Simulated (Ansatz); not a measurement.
C$_{2}$H$_{6}$FNSi

Input file:

```
crystal:
  periodic: [false, false, false]
  atoms:
    - { symbol: C, position_ang: [-0.4764, 1.0196, -0.9024] }
    - { symbol: C, position_ang: [-0.0385, -0.345, -1.1251] }
    - { symbol: "N", position_ang: [0.3525, -1.2138, -0.279] }
    - { symbol: Si, position_ang: [0.5521, -0.8906, 1.4266] }
    - { symbol: F, position_ang: [1.1976, 0.5105, 1.6064] }
    - { symbol: H, position_ang: [-1.4218, 1.2234, -1.5259] }
    - { symbol: H, position_ang: [0.2694, 1.759, -1.2675] }
    - { symbol: H, position_ang: [-0.7341, 1.3136, 0.1141] }
    - { symbol: H, position_ang: [0.46002, -1.93341, -1.0221] }
    - { symbol: H, position_ang: [1.2713, -1.9613, 2.1181] }
    - { symbol: H, position_ang: [-0.9085, -0.8297, 1.9957] }
basis:
  gaussian: { orbitals: "6-31G" }
hamiltonian:
  xc: pbe
relax:
  f_tol: 0.02
  max_steps: 50
output:
  orbitals: {}
```

Launched as:

```sh
ansatz run input.yaml --threads 1 --pin off --max-ram 2048MiB --backend cpu --events-out ev --progress --plain --runs-dir out
```

The fields are those of the relaxed geometry.

Theory: RKS PBE/6-31G (Ansatz).

What will maps of the electron density and electron localisation function show?

Answer. C–N (1.34 Å): ρ is about 2.2 e/Å³ halfway, with its minimum of 2 e/Å³ about 0.5 Å from C; the ELF peaks at about 0.90 between the atoms: a covalent bond.
C–C (1.50 Å): ρ at the midpoint is about 1.6 e/Å³; the ELF peaks at about 0.95 between the atoms, as expected for a covalent bond.
Si–N (1.88 Å): ρ at the midpoint is about 0.74 e/Å³; the ELF peaks at about 0.90 between the atoms; a shared but strongly polarised pair.
N–H (1.03 Å): ρ is about 2.7 e/Å³ halfway; the ELF climbs to about 1 towards the hydrogen, as it does in any bond to H; a covalent bond by its length.

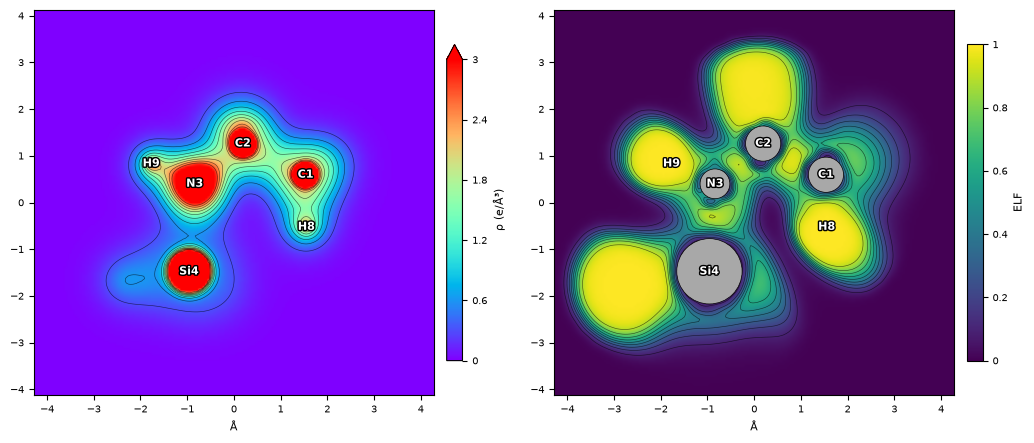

Computed electron density and electron localisation function on the plane of atoms C2, N3 and H9, in this order. Grey discs cover the atomic cores in the ELF map. 
